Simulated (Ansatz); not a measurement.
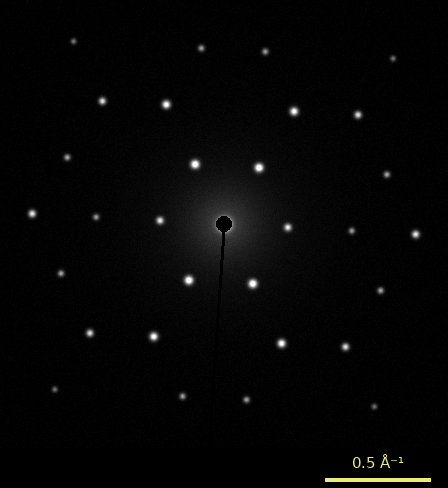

Kinematic zone-axis pattern, calculated for 200 keV electrons with B = 1 Å².

Describe the geometry of this pattern.

Answer. The spots form a centred rectangular net whose two shortest vectors correspond to d = 3.28 Å and 3.16 Å, 61.2° apart.

What is the point symmetry of the pattern, intensities included?

Answer. 2mm. A zero-layer kinematic pattern is always centrosymmetric (Friedel's law).

What was simulated?

Answer. This cannot be fixed from one zone alone; the pattern is [101] of La, space group P6_3/mmc (No. 194), a = 3.787 Å, c = 12.062 Å (hexagonal axes). The net vectors are 0 1 0 and 1 0 -1. Structure: the input geometry of an electronic-structure calculation (not necessarily at equilibrium).
